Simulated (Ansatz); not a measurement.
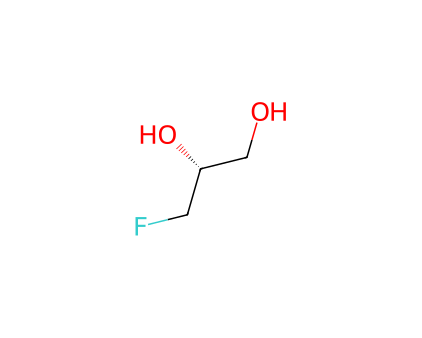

Structural formula above. Computed geometry: PBE0-D4/def2-TZVP optimisation. No frequency run is at hand to confirm it as a minimum.

Describe the 3D structure.

The molecule is C₃H₇FO₂. Its SMILES string is `OC[C@@H](O)CF`. It has no ring. Among its groups: alcohol, C–F bond. This geometry has C1 symmetry. Coordination: 2 O bent; 3 C tetrahedral.

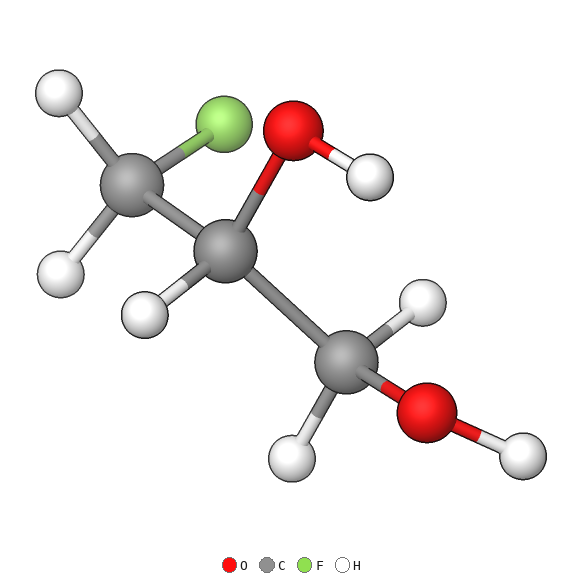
